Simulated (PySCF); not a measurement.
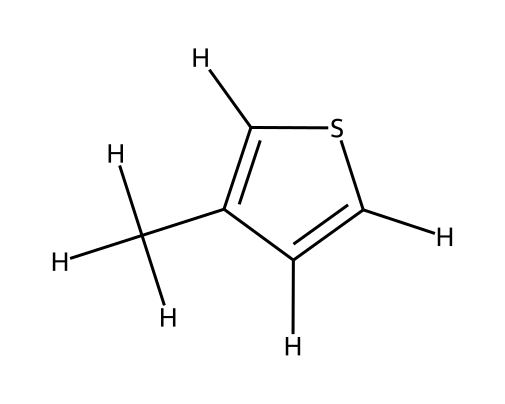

Transcribe the drawing into SMILES.

Answer. Cc1ccsc1

Give the formula, hydrogens included.

Answer. C5H6S.

An optimisation with PBE0-D3(BJ)/def2-SVP gave a structure of which point group?

Answer. Cs.

More results for the same structure follow; atom numbers are the same in all pictures, views and colours differ. The computed structure is the end point of a PBE0-D3(BJ)/def2-SVP optimisation. No frequency run is at hand to confirm it as a minimum.

**NMR shielding**

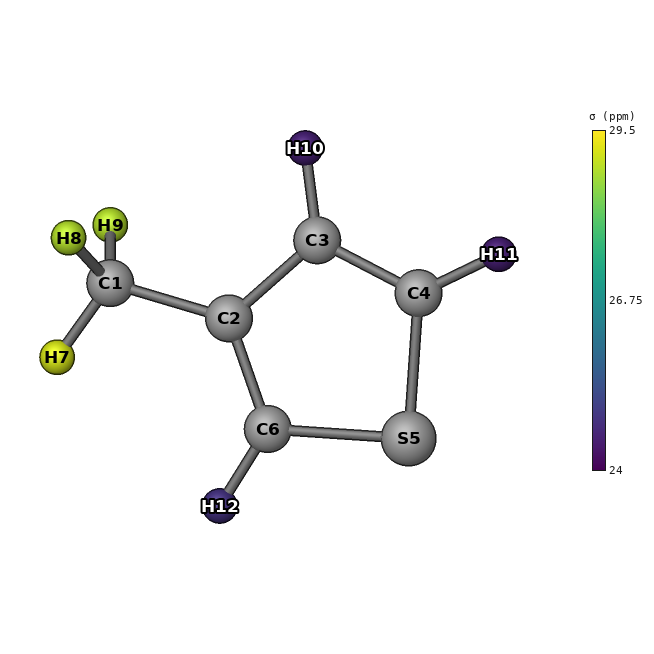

Atoms are coloured by their isotropic NMR shieldings (H only, the others grey). No frequency run is at hand to confirm it as a minimum. Method: GIAO KT3/pcSseg-1 NMR shielding, non-relativistic, gas phase (PySCF 2.14.0).

Which H atom is the most shielded (lowest chemical shift)?

Answer. H7 (29.13 ppm).

Which H atom is the least shielded (highest chemical shift)?

Answer. H11 (24.49 ppm).

How wide is the range of H shifts?

Answer. 4.64 ppm.

List the isotropic NMR shieldings of the H atoms.

```
atom  σ (ppm)
  H7    29.13
  H8    28.87
  H9    28.87
 H10    24.53
 H11    24.49
 H12    24.83
```

**Levels of theory compared**

No frequency run is at hand to confirm it as a minimum. Program: PySCF 2.14.0.

Tabulate HOMO energy (eV) at these levels: B3LYP/pcSseg-1; B97-D/pcSseg-1; KT2/pcSseg-1; KT3/pcSseg-1; PBE0/pcSseg-1; mPW1PW91/pcSseg-1.

| level | HOMO energy (eV) |
| --- | --- |
| B3LYP/pcSseg-1 | −6.48 |
| B97-D/pcSseg-1 | −5.59 |
| KT2/pcSseg-1 | −5.67 |
| KT3/pcSseg-1 | −5.65 |
| PBE0/pcSseg-1 | −6.72 |
| mPW1PW91/pcSseg-1 | −6.74 |

**Dipole moment**

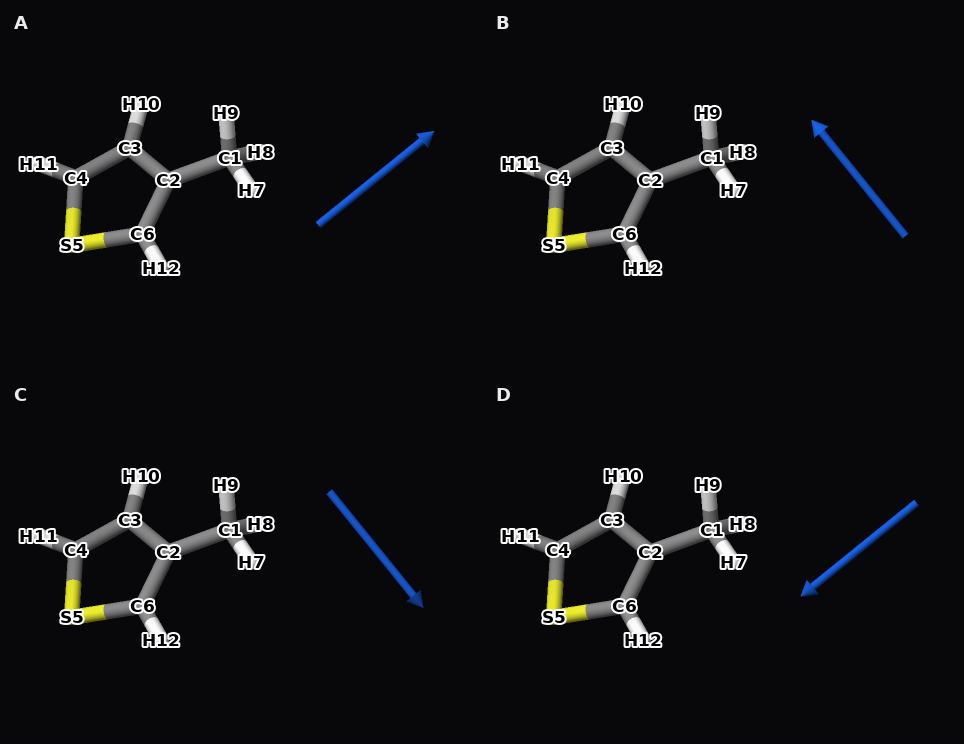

The same molecule four times, each with an arrow. No frequency run is at hand to confirm it as a minimum. Method: KT3/pcSseg-1, gas phase (PySCF 2.14.0).

Which arrow points along the dipole moment, from the negative to the positive end?

Answer. A. The dipole moment is 0.83 D; it points from the side of S5 to the side of H8, H9 (the outermost atoms at the two ends).
